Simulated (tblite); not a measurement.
**Geometry relaxation of C$_{3}$H$_{6}$B$_{2}$F$_{2}$O (part 1 of 2)**

The run: geometry relaxation of C$_{3}$H$_{6}$B$_{2}$F$_{2}$O. Method and program: GFN2-xTB geometry optimisation, gas phase (tblite 0.8.0).

It belongs to a series of runs on one base structure; here: constitutional isomer.

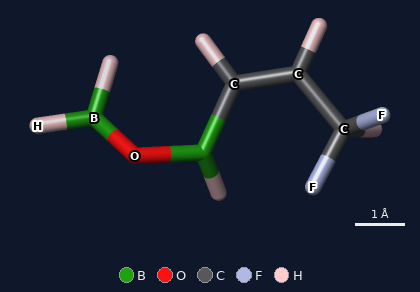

Figure 1. The structure as given in the input (stick view, seen on its broad side). Bond lengths as drawn: B–C 1.57 Å, B–H 1.18 to 1.21 Å, B–O 1.46 to 1.48 Å, C–C 1.33 to 1.51 Å, C–F 1.37 Å and C–H 1.08 to 1.12 Å.

Summary:

```csv
quantity,value
outcome,converged
total energy,−695.0759 eV
hardware,"1 CPU thread, shared host"
wall time,0.55 s
peak memory,0.18 GiB
```

The input:
```
{"job": {"kind": "relax", "xc": "GFN2-xTB", "basis": "xTB"}, "charge": 0, "multiplicity": 1}
B      2.918100     0.101000     0.566900
O      1.884900     1.097700     0.909500
B      0.610600     0.813300     0.249700
C     -0.033800    -0.593500     0.523700
C     -1.343500    -0.820200     0.412200
C     -2.294200     0.275200    -0.021600
F     -1.702200     1.504400    -0.108300
F     -3.342400     0.309500     0.856000
H      4.027900     0.364200     0.866000
H      2.610800    -1.048600     0.688100
H      0.520400     1.295800    -0.852900
H      0.608200    -1.421900     0.841800
H     -1.786600    -1.790400     0.610700
H     -2.678900    -0.087100    -1.004000
```

The first line tells a small driver script what to run in tblite; the rest is the geometry in Å.

Command:
```bash
OMP_NUM_THREADS=1 python <driver script> task.json out
```

The program's output:
```
step      E/eV     max force
  0    -693.02000    3.906
  1    -693.56193    2.547
  2    -693.86105    5.064
  3    -694.08536    1.216
  4    -694.14982    0.553
  5    -694.21074    0.553
  6    -694.23549    0.487
  7    -694.27797    0.653
  8    -694.31213    0.676
  9    -694.36367    0.633
 10    -694.42085    0.671
 11    -694.48792    0.652
 12    -694.54634    0.586
 13    -694.58720    0.541
 14    -694.62565    0.449
 15    -694.66305    0.425
 16    -694.68441    0.345
 17    -694.70032    0.415
 18    -694.71659    0.428
 19    -694.73921    0.441
 20    -694.77135    0.423
 21    -694.80424    0.535
 22    -694.82058    0.448
 23    -694.83978    0.357
 24    -694.85486    0.337
 25    -694.87113    0.564
 26    -694.88647    0.313
 27    -694.90090    0.259
 28    -694.91150    0.240
 29    -694.92469    0.321
 30    -694.93832    0.304
 31    -694.94947    0.308
 32    -694.95907    0.310
 33    -694.96549    0.208
 34    -694.97148    0.209
 35    -694.97576    0.236
 36    -694.98366    0.252
 37    -694.99003    0.337
 38    -694.99533    0.161
 39    -694.99901    0.160
 40    -695.00159    0.135
 41    -695.00399    0.135
 42    -695.00588    0.109
 43    -695.00835    0.144
 44    -695.01146    0.161
 45    -695.01450    0.144
 46    -695.01677    0.126
 47    -695.01847    0.119
 48    -695.01997    0.098
 49    -695.02125    0.075
 50    -695.02226    0.074
 51    -695.02330    0.079
 52    -695.02472    0.120
 53    -695.02663    0.134
 54    -695.02882    0.128
 55    -695.03089    0.103
 56    -695.03256    0.097
 57    -695.03387    0.084
 58    -695.03490    0.070
 59    -695.03568    0.094
 60    -695.03636    0.081
 61    -695.03718    0.085
 62    -695.03833    0.068
 63    -695.03937    0.060
 64    -695.04024    0.066
 65    -695.04098    0.071
 66    -695.04192    0.075
 67    -695.04317    0.074
 68    -695.04445    0.065
 69    -695.04543    0.080
 70    -695.04625    0.074
 71    -695.04704    0.068
 72    -695.04772    0.096
 73    -695.04854    0.098
 74    -695.04923    0.054
 75    -695.04953    0.039
 76    -695.04975    0.037
 77    -695.04998    0.040
 78    -695.05035    0.050
 79    -695.05102    0.074
 80    -695.05210    0.108
 81    -695.05357    0.123
 82    -695.05519    0.163
 83    -695.05696    0.155
 84    -695.05829    0.168
 85    -695.06005    0.132
 86    -695.06224    0.118
 87    -695.06642    0.135
 88    -695.06926    0.207
 89    -695.07130    0.091
 90    -695.07278    0.056
 91    -695.07330    0.052
 92    -695.07366    0.048
 93    -695.07427    0.062
 94    -695.07468    0.040
 95    -695.07494    0.043
 96    -695.07510    0.032
 97    -695.07520    0.027
 98    -695.07533    0.025
 99    -695.07548    0.031
100    -695.07567    0.029
101    -695.07581    0.020
102    -695.07588    0.013
103    -695.07590    0.012
104    -695.07591    0.008
```

Trajectory as extended XYZ (Å, eV, eV/Å), 16 of the 105 frames kept, from step=0 to step=104:
```
14
Properties=species:S:1:pos:R:3:forces:R:3 step=0 energy=-693.02000
B     2.9181    0.1010    0.5669   -1.9950   1.5800   2.9630
O     1.8849    1.0977    0.9095    0.5600  -2.5530  -2.5460
B     0.6106    0.8133    0.2497    2.9710  -0.5360  -0.2280
C    -0.0338   -0.5935    0.5237   -0.5530   0.1450   0.3250
C    -1.3435   -0.8202    0.4122    0.6260   0.2530   0.1720
C    -2.2942    0.2752   -0.0216    0.2220  -1.2060   0.0570
F    -1.7022    1.5044   -0.1083   -1.1000  -0.6740   0.2000
F    -3.3424    0.3095    0.8560    0.2140   0.5350  -0.3510
H     4.0279    0.3642    0.8660   -0.2480   0.3640  -0.4830
H     2.6108   -1.0486    0.6881    0.1640   0.4490  -0.8710
H     0.5204    1.2958   -0.8529   -0.1510   0.1370   0.8400
H     0.6082   -1.4219    0.8418   -0.3750   0.4110  -0.1020
H    -1.7866   -1.7904    0.6107   -0.1630   0.2520  -0.1020
H    -2.6789   -0.0871   -1.0040   -0.1710   0.8430   0.1260
14
Properties=species:S:1:pos:R:3:forces:R:3 step=7 energy=-694.27797
B     2.9234    0.0851    0.8305    0.3550  -0.0260  -0.5470
O     1.9636    0.9901    0.7055   -0.2940  -0.2950  -0.2080
B     0.7667    0.7014    0.1426    0.1010   0.2460   0.0970
C    -0.0410   -0.5778    0.5602   -0.0870   0.0370  -0.2450
C    -1.3434   -0.8101    0.4265    0.1390   0.0850  -0.0590
C    -2.3265    0.2275   -0.0235   -0.0200   0.0260   0.0100
F    -1.8074    1.4738   -0.0925   -0.1430   0.0450   0.0330
F    -3.3690    0.3247    0.8470   -0.0540  -0.1260  -0.0860
H     4.0323    0.4676    0.8826   -0.0190  -0.0470   0.4500
H     2.6566   -1.0467    0.5868    0.3960  -0.0030   0.1840
H     0.4876    1.3602   -0.7884   -0.0610   0.0080   0.0200
H     0.5828   -1.4070    0.8722   -0.1430  -0.0350   0.1490
H    -1.7953   -1.7756    0.6137   -0.0550   0.0650   0.0990
H    -2.7311   -0.0136   -1.0252   -0.1160   0.0210   0.1030
14
Properties=species:S:1:pos:R:3:forces:R:3 step=14 energy=-694.62565
B     3.1438    0.0427    0.7494   -0.3920   0.0440   0.0820
O     2.0810    0.7452    0.3876    0.0170  -0.0540   0.0100
B     0.8058    0.6536    0.0119    0.3530   0.2050   0.0490
C    -0.0679   -0.5485    0.5063   -0.2230   0.0290   0.2190
C    -1.3763   -0.7526    0.3924   -0.2510   0.1130   0.0320
C    -2.4171    0.2289   -0.0403   -0.2630   0.3100  -0.0400
F    -2.0123    1.5145   -0.0438    0.2340   0.2140  -0.0050
F    -3.4653    0.2110    0.8304   -0.0840  -0.2010   0.2270
H     4.0665    0.5690    1.2651   -0.2100  -0.0230  -0.0110
H     3.0908   -1.1218    0.5694    0.3990  -0.1090  -0.1740
H     0.4053    1.4648   -0.7346    0.0150  -0.0640  -0.1340
H     0.4523   -1.3728    0.9716    0.3030  -0.1110  -0.0740
H    -1.8362   -1.6814    0.6982   -0.0550  -0.1050   0.0560
H    -2.8711    0.0470   -1.0256    0.1570  -0.2500  -0.2370
14
Properties=species:S:1:pos:R:3:forces:R:3 step=21 energy=-694.80424
B     3.1978   -0.0290    0.7346   -0.4100   0.1560  -0.2320
O     2.0890    0.5119    0.2703    0.4430  -0.2420   0.1770
B     0.8179    0.6759   -0.0023    0.0380  -0.3660  -0.3200
C    -0.1103   -0.4802    0.5522    0.0620   0.0290   0.0140
C    -1.4169   -0.6797    0.4505   -0.2240  -0.0860  -0.0230
C    -2.4790    0.2628   -0.0203    0.0420   0.0340  -0.0060
F    -2.1196    1.5663   -0.0203   -0.0660  -0.0470   0.0650
F    -3.5468    0.1444    0.8237   -0.0270   0.2010  -0.1140
H     3.8409    0.5968    1.4919    0.0130   0.0120   0.1850
H     3.5749   -1.1185    0.4128   -0.1820   0.4130  -0.1910
H     0.4297    1.4610   -0.8013    0.2290  -0.0870   0.2250
H     0.4604   -1.3220    0.9390   -0.0710   0.0550   0.0710
H    -1.8931   -1.6083    0.7434    0.1240  -0.1020   0.0860
H    -2.8458    0.0180   -1.0362    0.0280   0.0300   0.0640
14
Properties=species:S:1:pos:R:3:forces:R:3 step=28 energy=-694.91150
B     3.2279   -0.0114    0.7155   -0.2280   0.0120   0.0340
O     2.0823    0.3853    0.2495    0.2120   0.0990   0.0540
B     0.8331    0.5893   -0.0541    0.0890   0.0580  -0.0010
C    -0.1377   -0.4897    0.5409    0.0440  -0.0700  -0.0180
C    -1.4514   -0.6675    0.4871   -0.0800  -0.0510   0.0300
C    -2.5038    0.2832   -0.0072    0.1030  -0.1410  -0.0240
F    -2.1451    1.5899    0.0071    0.0130  -0.2270  -0.0130
F    -3.6111    0.1848    0.7839    0.0690   0.0620  -0.0810
H     3.7009    0.5745    1.6225    0.0680  -0.0520   0.0140
H     3.7319   -0.9723    0.2534    0.1470   0.1040  -0.0950
H     0.5369    1.4350   -0.8054   -0.0870   0.0610  -0.0940
H     0.4347   -1.3067    0.9705   -0.1520  -0.1370   0.0350
H    -1.8822   -1.6089    0.8091   -0.1620   0.1080   0.1270
H    -2.8171    0.0141   -1.0349   -0.0370   0.1750   0.0300
14
Properties=species:S:1:pos:R:3:forces:R:3 step=35 energy=-694.97576
B     3.2433   -0.0008    0.7104   -0.0260   0.2170   0.0880
O     2.0891    0.3620    0.2442    0.0660  -0.1000   0.0070
B     0.8438    0.5438   -0.0869   -0.0860  -0.1070   0.0920
C    -0.1533   -0.5338    0.5170   -0.1040  -0.1480  -0.0490
C    -1.4763   -0.6806    0.5090   -0.0780   0.0520   0.0000
C    -2.5059    0.2764   -0.0180    0.0750   0.0200  -0.0280
F    -2.1055    1.5698    0.0229   -0.0190  -0.0380  -0.0140
F    -3.6360    0.2059    0.7436    0.1060   0.0240  -0.0630
H     3.6254    0.4953    1.7127    0.0480  -0.0450  -0.0230
H     3.9022   -0.7856    0.1302   -0.0090  -0.0140  -0.0540
H     0.5676    1.4148   -0.8250   -0.1420  -0.0300   0.0280
H     0.3651   -1.3581    1.0007    0.0830   0.0190  -0.0410
H    -1.9478   -1.5626    0.9357    0.0400   0.1210   0.0040
H    -2.8122    0.0531   -1.0585    0.0480   0.0270   0.0540
14
Properties=species:S:1:pos:R:3:forces:R:3 step=42 energy=-695.00588
B     3.2434    0.0477    0.7132    0.0850  -0.0490  -0.0440
O     2.0585    0.3471    0.2888    0.0210   0.1050  -0.0200
B     0.8193    0.4863   -0.0810   -0.0560  -0.0770   0.0060
C    -0.1592   -0.6145    0.4896   -0.0650   0.0120   0.0860
C    -1.4860   -0.6918    0.5238   -0.0480  -0.0140   0.0010
C    -2.4754    0.2897   -0.0339    0.0490   0.0280   0.0080
F    -2.0486    1.5740    0.0134    0.0040   0.0110   0.0050
F    -3.6181    0.2485    0.7074    0.0240   0.0280  -0.0510
H     3.6373    0.4607    1.7460   -0.0350   0.0520  -0.0370
H     3.9214   -0.6519    0.0441    0.0290   0.0090   0.0280
H     0.4994    1.3573   -0.8006   -0.0080   0.0150   0.0210
H     0.3686   -1.4197    0.9924   -0.0750  -0.0730  -0.0290
H    -1.9930   -1.5143    1.0156    0.0100  -0.0210  -0.0370
H    -2.7682    0.0805   -1.0810    0.0650  -0.0260   0.0620
14
Properties=species:S:1:pos:R:3:forces:R:3 step=49 energy=-695.02125
B     3.2500    0.0811    0.6946    0.0040  -0.0440  -0.0250
O     2.0510    0.3597    0.2914   -0.0150  -0.0570  -0.0170
B     0.8017    0.4506   -0.0583   -0.0530  -0.0100   0.0220
C    -0.1683   -0.6620    0.5134    0.0430   0.0230  -0.0040
C    -1.4959   -0.6971    0.5509    0.0060   0.0000  -0.0010
C    -2.4421    0.3110   -0.0272   -0.0330  -0.0080  -0.0170
F    -2.0058    1.5915    0.0114    0.0530  -0.0310   0.0430
F    -3.6124    0.3008    0.6653   -0.0420   0.0010   0.0410
H     3.6344    0.4918    1.7306    0.0210   0.0590  -0.0290
H     3.9356   -0.5995    0.0129    0.0140   0.0360   0.0350
H     0.4435    1.3200   -0.7653    0.0210  -0.0180   0.0230
H     0.3287   -1.5074    0.9789    0.0200   0.0140   0.0150
H    -2.0254   -1.5198    1.0159   -0.0470   0.0080  -0.0180
H    -2.6956    0.0789   -1.0765    0.0080   0.0270  -0.0690
```
